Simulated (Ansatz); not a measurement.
The relaxed structure here is a generated cell of ZnO: the first start was made by placing the elements on the sites of a structure type, and the end was not matched to a known phase here, so it may be hypothetical. Known forms of ZnO include space group No. 186.

One stationary structure of ZnO. All values below come from PBEsol (plane waves to 420 eV, PAW, scalar-relativistic; Ansatz, a first-principles code).

Pccm (No. 49), oP8; a = 3.108 Å, b = 5.303 Å, c = 5.867 Å, α = β = γ = 90.00°.

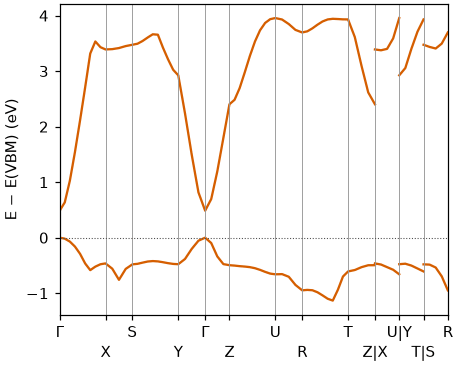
Highest filled and lowest empty band along the path of this cell's Brillouin zone

Q: Read off the gap and say whether it is direct.

A: 0.49 eV, direct at Γ (no spin-orbit coupling).

Q: How far does the top valence band disperse along this path?

A: About 1.1 eV.

No spin polarisation in the result.

The run could not lose the symmetry of its start, so the end can be a saddle point.

It was reached from a disturbed copy of a P4₂/mmc (No. 131) cell, against which it lies -0.03 eV/atom.
